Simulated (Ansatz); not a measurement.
# What BePd3C (built on the sites of a database entry of CaPd3C) distorts into, part 2 of 2

Aim: this structure of BePd3C (built on the sites of a database entry of CaPd3C) is to be tested for unstable modes, and one is followed downhill.

Ansatz 0.2.0; DFT PBEsol, scalar-relativistic, plane waves, PAW.

So far, highest frequency on the path or at a solved wavevector (cm⁻¹): step 2 (phonons on a q mesh) 710. Also lowest frequency on the path (cm⁻¹): step 2 -132.

The structure was built from a prototype and need not be the compound's stable phase.

### Step 4. The mode frozen in, largest atomic shift 0.32 Å

The atoms are moved along the unstable eigenvector, the largest shift by 0.32 Å, with the cell fixed.

input.yaml reads:

```yaml
crystal:
  lattice:
    - [4.0156977755, 0.0, 0.0]
    - [0.0, 4.0156977755, 0.0]
    - [0.0, 0.0, 8.031395551]
  atoms:
    - { symbol: Be, position: [-0.0796872718, 0.0, 0.0] }
    - { symbol: Be, position: [0.0796872718, 0.0, 0.5] }
    - { symbol: Pd, position: [0.0, 0.5, 0.25] }
    - { symbol: Pd, position: [0.0, 0.5, 0.75] }
    - { symbol: Pd, position: [0.5468582148, 0.5, 0.0] }
    - { symbol: Pd, position: [0.4531417852, 0.5, 0.5] }
    - { symbol: Pd, position: [0.5, 0.0, 0.25] }
    - { symbol: Pd, position: [0.5, 0.0, 0.75] }
    - { symbol: C, position: [0.5, 0.5, 0.25] }
    - { symbol: C, position: [0.5, 0.5, 0.75] }
kpoints:
  mp_grid: { grid: [10, 10, 6] }
hamiltonian:
  xc: pbesol
scf:
  occupations: { method: methfessel_paxton, width: 0.2 }
output:
  forces: true
  stress: true
  eigenvalues: true
```

Launch:

```console
ansatz run input.yaml --threads 4 --pin off --max-ram 14336MiB --backend cpu --events-out ev --progress --plain --runs-dir out
```

Numbers of over 12 decimals in the logs are rounded to 6 here.

Output:

```text
[...]
Crystal: 10 atoms, lattice volume = 129.513 Å³
Basis set: ecut = 420 eV, 2547 PW (Γ), exchange–correlation on 54×54×108 points (8 copies of the dense FFT grid, shifted against one another)
Bands: 72, of which v1, the nominal top of the filled ones, is band 60 counted from 1 (59 counted from 0)
Symmetry: 8 space group operations
[...]
k-points: 144 of 600
[...]
k-point 0: bands = [... 56 lower, 14.7801, 14.7949, 14.8028, 14.8380, 15.7997, 15.9441, 18.4751, 18.4869, ... 8 higher]
  k-point 1: bands = [... 56 lower, 14.7856, 14.7950, 14.8338, 14.8792, 15.7366, 15.8731, 18.4097, 18.5221, ... 8 higher]
  k-point 2: bands = [... 56 lower, 14.7951, 14.7952, 15.0747, 15.1108, 15.5782, 15.6743, 18.3630, 18.5713, ... 8 higher]
  k-point 143: bands = [... 56 lower, 15.1162, 15.1162, 15.6661, 15.6661, 15.6831, 15.6831, 17.6358, 17.6358, ... 8 higher]
[key lines of the parts left out:]
SCF converged after 7 iterations
Free energy (F): -42111.835510 eV
Fermi energy:    15.934770 eV
P = ⅓ Tr σ = 1.7066 GPa (17.066 kbar)
```

It took 21 s on 4 threads of Arm Neoverse V1, shared host; peak memory 1.1 GiB; 83 s of CPU time.

This step gave:

- pressure: 1.707 GPa
- energy from the undistorted cell: -12.23 meV/atom

The energy, extrapolated to zero smearing, is -12.23 meV/atom against the undistorted cell.

The run ends at a pressure of 1.71 GPa, with forces up to 0.15 eV/Å.

### Step 5. Energy along the mode, all amplitudes (two of the runs are shown above)

An imaginary frequency means negative curvature, so the energy should fall and then rise again as anharmonic terms take over.

Numbers from this step:

```
depth at the lowest point sampled  : 12.23 meV/atom
largest atomic shift at that point : 0.32 Å
```

The energy from the parent by largest atomic shift:

```
largest atomic shift (Å)  energy from the parent (meV/atom)
                   0.000                                  0
                   0.040                             -0.453
                   0.080                              -1.69
                   0.140                              -4.47
                   0.220                              -8.70
                   0.320                              -12.2
                   0.450                              -7.42
                   0.600                               22.4
```

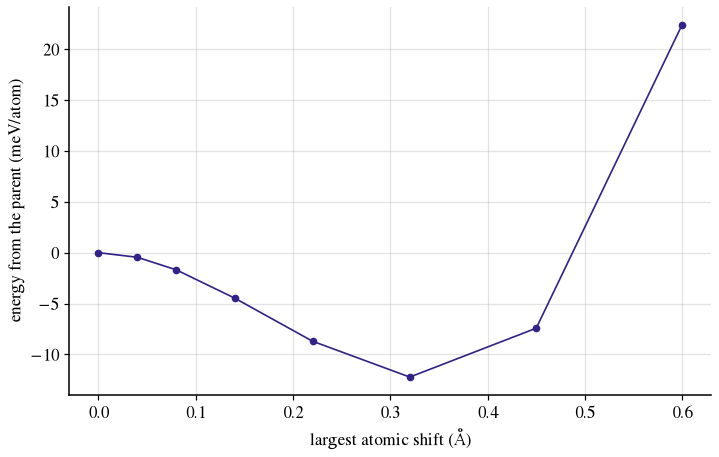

Energy from the parent against largest atomic shift.

Displacement at unit largest shift by atom:

```
atom  x (Å)  y (Å)  z (Å)  size
 Be1  -1.00   0.00   0.00  1.00
 Be2   1.00   0.00   0.00  1.00
 Pd3   0.00   0.00   0.00  0.00
 Pd4   0.00   0.00   0.00  0.00
 Pd5   0.59   0.00   0.00  0.59
 Pd6  -0.59   0.00   0.00  0.59
 Pd7   0.00   0.00   0.00  0.00
 Pd8   0.00   0.00   0.00  0.00
  C9   0.00   0.00   0.00  0.00
 C10   0.00   0.00   0.00  0.00
```

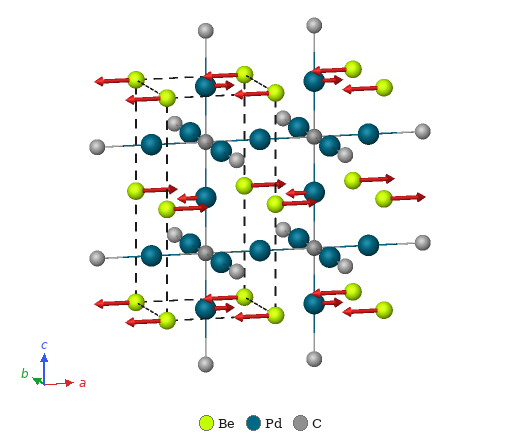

Displacement at unit largest shift as arrows, the longest 1 Å. 2×1×1 cells are drawn. Some periodic images of atoms are drawn too.

The lowest of the steps tried is at 0.32 Å, 12.2 meV/atom below the parent; the bottom of the well need not coincide with a step.

### Step 6. Relaxation from the frozen mode

Starting from the lowest point found, all atoms and the cell are let go, so that strain and other modes of the same symmetry can join in.

input.yaml, as its differences from that of step 4:

```diff
@@ -26 +26,6 @@
   eigenvalues: true
+relax:
+  adjacent_minimum: "off"
+  f_tol: 0.002
+  max_steps: 120
+  cell: { stress_tol: 0.03 }
```

Output:

```text
[...]
Crystal: 10 atoms, lattice volume = 129.513 Å³
Basis set: ecut = 420 eV, 2547 PW (Γ), exchange–correlation on 54×54×108 points (8 copies of the dense FFT grid, shifted against one another)
Bands: 72, of which v1, the nominal top of the filled ones, is band 60 counted from 1 (59 counted from 0)
Symmetry: 8 space group operations
[...]
k-points: 144 of 600
[...]
SCF iter   1: F=—  HF=-42111.856153 eV  |F-HF|=—  |Δ(HF+E_count)|=         —  Δρ=8.53e-3  dr2=7.43e-2  ethr=1.77e-3  ⟨swp⟩=5.1  Hψ=37581  notcnv=0
[...]
SCF iter   7: F=-42111.835510 eV  HF=-42111.835510 eV  |F-HF|=1.15e-8  |Δ(HF+E_count)|=   8.80e-8  S|Δr|=    0.00e0  Δρ=4.45e-6  dr2=2.49e-8  ethr=8.33e-11  ⟨swp⟩=8.5  Hψ=40050  notcnv=0
SCF 1 converged in 7 iterations: F = -42111.835510 eV  dr2 = 2.49e-8
[...]
relax step   1: F+E_penalty+E_count = -42111.83551023 eV  Δ(F+E_penalty+E_count) = +0.000e0 eV  max|allowed force component| = 1.493e-1 eV/Å  Δτ_max = 0.0000 Å  P = +1.707 GPa  Ω = 129.513 Å³  (7 SCF iters, dr2 threshold 1.00e-7 eV, accepted)
Crystal: 10 atoms, lattice volume = 130.709 Å³
Basis set: ecut = 420 eV, 2583 PW (Γ), exchange–correlation on 54×54×108 points (8 copies of the dense FFT grid, shifted against one another)
[...]
SCF iter   6: F=-42111.847560 eV  HF=-42111.847560 eV  |F-HF|=8.39e-8  |Δ(HF+E_count)|=   5.03e-7  S|Δr|=    0.00e0  Δρ=1.02e-5  dr2=1.40e-7  ethr=8.33e-10  ⟨swp⟩=4.1  Hψ=32869  notcnv=0
SCF 2 converged in 6 iterations: F = -42111.847560 eV  dr2 = 1.40e-7
relax step   2: F+E_penalty+E_count = -42111.84755999 eV  Δ(F+E_penalty+E_count) = -1.205e-2 eV  max|allowed force component| = 7.514e-2 eV/Å  Δτ_max = 0.0215 Å  P = -0.073 GPa  Ω = 130.709 Å³  energy of the carried Pulay correction = -9.820e-4 eV  (6 SCF iters, dr2 threshold 1.00e-6 eV, accepted)
Crystal: 10 atoms, lattice volume = 130.771 Å³
Basis set: ecut = 420 eV, 2575 PW (Γ), exchange–correlation on 54×54×108 points (8 copies of the dense FFT grid, shifted against one another)
[...]
SCF iter   5: F=-42111.849850 eV  HF=-42111.849850 eV  |F-HF|=3.52e-7  |Δ(HF+E_count)|=   7.11e-7  S|Δr|=    0.00e0  Δρ=1.49e-5  dr2=5.66e-7  ethr=5.22e-10  ⟨swp⟩=5.2  Hψ=39332  notcnv=0
SCF 3 converged in 5 iterations: F = -42111.849850 eV  dr2 = 5.66e-7
relax step   3: F+E_penalty+E_count = -42111.84985009 eV  Δ(F+E_penalty+E_count) = -2.290e-3 eV  max|allowed force component| = 1.939e-2 eV/Å  Δτ_max = 0.0160 Å  P = -0.080 GPa  Ω = 130.771 Å³  energy of the carried Pulay correction = -1.032e-3 eV  (5 SCF iters, dr2 threshold 6.26e-7 eV, accepted)
[...]
relax step   4: F+E_penalty+E_count = -42111.85042123 eV  Δ(F+E_penalty+E_count) = -5.711e-4 eV  max|allowed force component| = 1.000e-2 eV/Å  Δτ_max = 0.0086 Å  P = -0.044 GPa  Ω = 130.807 Å³  energy of the carried Pulay correction = -1.062e-3 eV  (5 SCF iters, dr2 threshold 1.61e-7 eV, accepted)
[...]
relax step   5: F+E_penalty+E_count = -42111.85030451 eV  Δ(F+E_penalty+E_count) = +1.167e-4 eV  max|allowed force component| = 2.895e-2 eV/Å  Δτ_max = 0.0153 Å  P = +0.059 GPa  Ω = 130.801 Å³  energy of the carried Pulay correction = -1.056e-3 eV  (6 SCF iters, dr2 threshold 2.90e-8 eV, rejected (line search))
[...]
relax step   6: F+E_penalty+E_count = -42111.85051797 eV  Δ(F+E_penalty+E_count) = -9.674e-5 eV  max|allowed force component| = 1.005e-3 eV/Å  Δτ_max = 0.0075 Å  P = +0.002 GPa  Ω = 130.818 Å³  energy of the carried Pulay correction = -1.070e-3 eV  (8 SCF iters, accepted)
Basis set: ecut = 420 eV, 2571 PW (Γ), exchange–correlation on 60×54×108 points (8 copies of the dense FFT grid, shifted against one another)
[...]
SCF iter   5: F=-42111.851662 eV  HF=-42111.851662 eV  |F-HF|=0.00e0  |Δ(HF+E_count)|=  7.28e-12  S|Δr|=    0.00e0  Δρ=7.60e-8  dr2=1.09e-11  ethr=1.00e-12  ⟨swp⟩=4.0  Hψ=31835  notcnv=0
SCF 7 converged in 5 iterations: F = -42111.851662 eV  dr2 = 1.09e-11
relax step   7: F+E_penalty+E_count = -42111.85166159 eV  Δ(F+E_penalty+E_count) = -1.144e-3 eV  max|allowed force component| = 9.979e-4 eV/Å  Δτ_max = 0.0000 Å  P = +0.007 GPa  Ω = 130.818 Å³  stress off target by 1.40e-2 GPa  SCF on the basis re-selected at this cell (its energy is not comparable with the rows above)  (5 SCF iters)
basis re-selected at this cell: Δ(F+E_penalty+E_count) = -1.144e-3 eV, ΔP = +0.005 GPa vs the last step (what re-selecting the basis moved, of the pressure what is left beyond the Pulay correction that the steps carried, after the strain that the cell walked since its last selection, with what the two solves' SCF thresholds leave and, on support functions, any second-order correction that the steps lacked; it is no measure of the basis error at this ecutwfc). The dense FFT grid was sized anew with the basis: this SCF ran on 30×27×54 points, the steps before it on 27×27×54, so part of this shift can come from that change (see relax.cell in the input reference). [rest of the remark cut]
SCF converged after 5 iterations
[...]
Free energy (F): -42111.851662 eV
[...]
Internal energy: -42111.848623 eV  (E = F + TS)
E sigma→0 (E₀):  -42111.850902 eV
Entropy (-TS):   -0.003039 eV (-0.304 meV/atom)
Fermi energy:    15.709377 eV
[...]
--- Forces (eV/Å), atoms counted from 1 ---
  atom   1  Be    -0.00099790    -0.00000000     0.00000000
  atom   2  Be     0.00099790     0.00000000     0.00000000
  atom   3  Pd    -0.00000000     0.00000000     0.00000000
  atom   4  Pd    -0.00000000     0.00000000     0.00000000
  atom   5  Pd     0.00099116    -0.00000000     0.00000000
  atom   6  Pd    -0.00099116     0.00000000     0.00000000
  atom   7  Pd     0.00000000    -0.00000000    -0.00000000
  atom   8  Pd     0.00000000    -0.00000000     0.00000000
  atom   9  C     -0.00000000     0.00000000     0.00000000
  atom  10  C     -0.00000000     0.00000000    -0.00000000
  max |Σ_I F_I| component: 1.59e-28 eV/Å
--- Stress (GPa, compression-positive) ---
        0.009703       0.000000      -0.000000
        0.000000      -0.002961      -0.000000
       -0.000000      -0.000000       0.013994
  P = ⅓ Tr σ = 0.0069 GPa (0.069 kbar)
--- Band table (eV; the first three rows and the last of 144) ---
  k-point 0: bands = [... 56 lower, 14.5727, 14.5752, 14.5812, 14.6093, 15.5335, 15.7408, 18.2084, 18.3697, ... 8 higher]
  k-point 1: bands = [... 56 lower, 14.5614, 14.5728, 14.6124, 14.6747, 15.4707, 15.6694, 18.2524, 18.2745, ... 8 higher]
  k-point 2: bands = [... 56 lower, 14.5728, 14.5731, 14.8596, 14.8993, 15.3219, 15.4689, 18.1948, 18.3092, ... 8 higher]
  k-point 143: bands = [... 56 lower, 14.8994, 14.8994, 15.4466, 15.4466, 15.4544, 15.4544, 17.3836, 17.3836, ... 8 higher]
--- Relaxed structure (6 steps of the walk, 5 accepted, 1 SCFs on fresh bases) ---
  F+E_penalty+E_count = -42111.85166159 eV   max|allowed force component| = 9.979e-4 eV/Å   (the final SCF, on the basis selected at the relaxed cell)
  cell:  # Å, volume = 130.8178 Å³
    - [4.053663, 0.0, 0.0]
    - [0.0, 4.025050, 0.0]
    - [0.0, 0.0, 8.017662]
  atoms:
    - { symbol: Be, position: [-0.080853, 0.0, 0] }
    - { symbol: Be, position: [0.080853, 0.0, 0.5] }
    - { symbol: Pd, position: [0, 0.500000, 0.25] }
    - { symbol: Pd, position: [0, 0.500000, 0.75] }
    - { symbol: Pd, position: [0.556430, 0.500000, 0] }
    - { symbol: Pd, position: [0.443570, 0.500000, 0.5] }
    - { symbol: Pd, position: [0.5, 0.0, 0.25] }
    - { symbol: Pd, position: [0.5, 0, 0.75] }
    - { symbol: C, position: [0.5, 0.500000, 0.25] }
    - { symbol: C, position: [0.5, 0.500000, 0.75] }
```

Wall time 2.8 min (4 threads); peak memory 1.2 GiB.

The steps of the relaxation:

```
step  energy less that of the first step (eV)  largest force component (eV/Å)  pressure (GPa)  volume (Å³)
   1                                   0.0000                          0.1493            1.71       129.51
   2                                  -0.0121                          0.0751           -0.07       130.71
   3                                  -0.0143                          0.0194           -0.08       130.77
   4                                  -0.0149                          0.0100           -0.04       130.81
   5                                  -0.0148                          0.0289            0.06       130.80
   6                                  -0.0150                          0.0010            0.00       130.82
  7*                                  -0.0162                          0.0010            0.01       130.82
```

Relaxation steps marked * repeat the geometry before them on a plane-wave basis chosen anew for their cell, so energy and pressure can jump there. Relaxation step 5 was tried and not accepted.

Forces are held to the 8 operations that the run works with; a distortion that breaks them can't arise in this run.

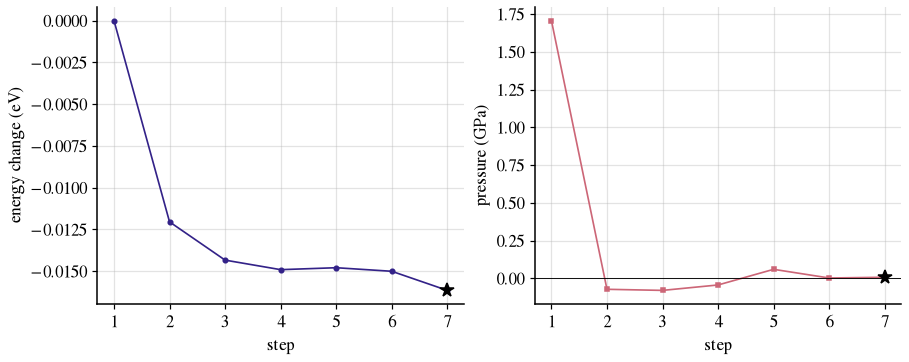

Energy and pressure along the relaxation. Stars mark steps on a basis chosen anew.

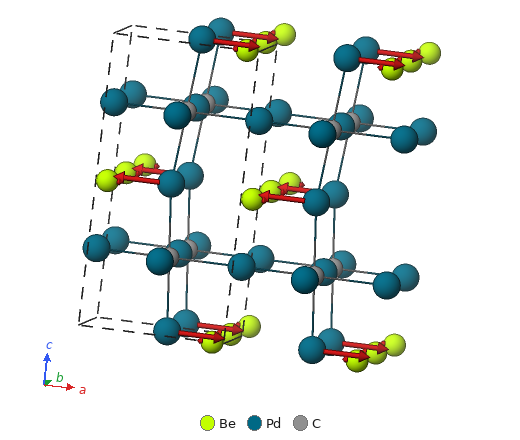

Displacements in the relaxation, exaggerated, measured against the changing cell; the longest in the cell stands for 0.04 Å. 2×2×1 cells are drawn. Some periodic images of atoms are drawn too.

```
     cell as run  before  after  change
           a (Å)   4.016  4.054  +0.9 %
           b (Å)   4.016  4.025  +0.2 %
           c (Å)   8.031  8.018  -0.2 %
volume (Å³/atom)   12.95  13.08  +1.0 %
```

The atoms that moved most (Å, as changes of fractional coordinates times the final cell):

```
atom      dx     dy     dz  length
 Pd6  -0.039  0.000  0.000   0.039
 Pd5   0.039  0.000  0.000   0.039
```

The relaxed structure:

```cif
data_structure
_symmetry_space_group_name_H-M 'P 1'
_symmetry_Int_Tables_number 1
_cell_length_a 4.0537
_cell_length_b 4.0251
_cell_length_c 8.0177
_cell_angle_alpha 90.000
_cell_angle_beta 90.000
_cell_angle_gamma 90.000
_cell_volume 130.82
loop_
_atom_site_label
_atom_site_type_symbol
_atom_site_fract_x
_atom_site_fract_y
_atom_site_fract_z
_atom_site_occupancy
Be1 Be 0.91915 0.00000 0.00000 1
Be2 Be 0.08085 0.00000 0.50000 1
Pd3 Pd 0.00000 0.50000 0.25000 1
Pd4 Pd 0.00000 0.50000 0.75000 1
Pd5 Pd 0.55643 0.50000 0.00000 1
Pd6 Pd 0.44357 0.50000 0.50000 1
Pd7 Pd 0.50000 0.00000 0.25000 1
Pd8 Pd 0.50000 0.00000 0.75000 1
C9 C 0.50000 0.50000 0.25000 1
C10 C 0.50000 0.50000 0.75000 1
```

This step gave:

```
pressure        : 0.006912 GPa
volume per atom : 13.08 Å³
```

The distorted start has space group Pmma; the relaxation ends in Pmma.

### Step 7. Results

| Item | Value |
| --- | --- |
| unstable mode of the parent | q = (0, 0, -0.5), 128i cm⁻¹ |
| depth at the lowest point sampled | 12.2 meV/atom |
| largest atomic shift at that point | 0.32 Å |
| space group reached (within 0.01 Å) | Pmma |
| energy gained over the parent (first relaxation, on the mesh of the frozen mode) | 13.9 meV/atom |
| volume per atom, phase reached | 13.1 Å³ |

In words: Along this mode the structure falls into Pmma, 13.9 meV/atom below the parent. At the parent's cell the well is 12.23 meV/atom deep on the steps tried, with its lowest point at a shift of 0.32 Å. Relaxing atoms and cell changes the gain by +1.63 meV/atom against the lowest step (energies at zero smearing). The modes of the phase reached were not computed on this path. Of the 6 patterns followed to their end from this parent, this one ends 0.585 meV/atom above the lowest, P2_1/m. Another end point lies within 1 meV/atom; how such a difference moves with mesh and cutoff was not tested. Each path keeps the symmetry of its pattern, so a lower phase may lie along a pattern not tried. With no gap, or one that is small against the smearing, the frequencies hang on the k mesh and the smearing, most of all near Kohn anomalies. A phonon run warned that its eigensolver left some bands unconverged in a pass. The starting cell was built on a prototype and not taken from a measurement, so the phase need not exist.

[Logs are printed without paths, hosts, clocks, repeated set-up lines and the standing remarks that a program may print on its own settings, such as how far it seeks lower states.]

[Hosts, paths, dates, database ids (printed as entryN), source tags and the programs' standing remarks are cut or masked in the printed files.]
